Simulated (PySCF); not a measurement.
## Atomic calculation, with input and output: Fe⁺

- system: Fe⁺, configuration 1s2 2s2 2p6 3s2 3p6 3d6 4s1, multiplicity 6.
- method: unrestricted B97-3, ANO-R3, spin-free X2C-1e, Gaussian nucleus (PySCF)

**Results in brief**

- outcome: converged
- total energy: −1272.2075 hartree
- ⟨S²⟩: 8.752
- ⟨L²⟩: 6.01
- SCF iterations: 6
- hardware: 1 CPU thread, shared host
- CPU time: 4.1 s (integrals apart)

**Input**
```python
from pyscf import gto, scf, dft, mp, cc
import basis_set_exchange as bse
mol = gto.M(atom="Fe 0 0 0", charge=1, spin=5, symmetry="D2h",
            basis=gto.basis.parse(bse.get_basis("ANO-R3", elements=["Fe"], fmt="nwchem")),
            nucmod="G")
mf = dft.UKS(mol, xc="HYB_GGA_XC_B97_3").sfx2c1e()
mf.irrep_nelec = {'Ag': (6, 3), 'B1g': (1, 1), 'B2g': (1, 0), 'B3g': (1, 0), 'B1u': (2, 2), 'B2u': (2, 2), 'B3u': (2, 2)}
mf.kernel()
```

The script is an equivalent of what the driver set up; the driver started from orbitals of its own, so the log can be shorter than this script's would be, and it computed the properties (radii, ⟨L²⟩, response) afterwards. It held the occupations shell by shell, which the script's counts by irreducible representation don't always enforce.

**Output (extracts)**
```
damping factor = 0
level_shift factor = 0
DIIS = <class 'pyscf.scf.diis.CDIIS'>
diis_start_cycle = 1
diis_space = 10
diis_damp = 0
SCF conv_tol = 1e-09
SCF conv_tol_grad = None
number electrons alpha = 15  beta = 10
XC functionals = HYB_GGA_XC_B97_3
    T. W. Keal and D. J. Tozer.,  J. Chem. Phys. 123, 121103 (2005)
cycle= 1 E= -1272.20706429454  delta_E= -0.012  |g|= 0.0405  |ddm|= 0.114
cycle= 2 E= -1272.20703502284  delta_E= 2.93e-05  |g|= 0.0522  |ddm|= 0.0366
cycle= 3 E= -1272.20748111727  delta_E= -0.000446  |g|= 0.00243  |ddm|= 0.0165
cycle= 4 E= -1272.20748287514  delta_E= -1.76e-06  |g|= 0.000984  |ddm|= 0.00194
cycle= 5 E= -1272.20748312372  delta_E= -2.49e-07  |g|= 3.84e-05  |ddm|= 0.000675
cycle= 6 E= -1272.20748312456  delta_E= -8.41e-10  |g|= 4.28e-06  |ddm|= 4.46e-05
converged SCF energy = -1272.20748312456  <S^2> = 8.7522852  2S+1 = 6.0007617
```

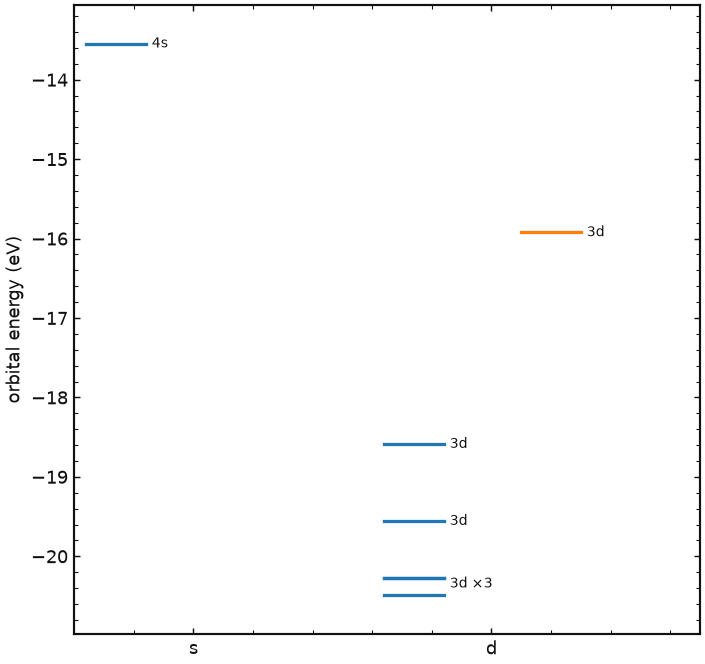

Fig. 1: Orbital energies of the mean field, from the top down to −20.5 eV, by angular momentum, α spin at the left of each column and β at the right; ×n counts the orbitals under one label. The highest filled orbital is 4s α at −13.5 eV, the lowest empty one d β at −10.4 eV.
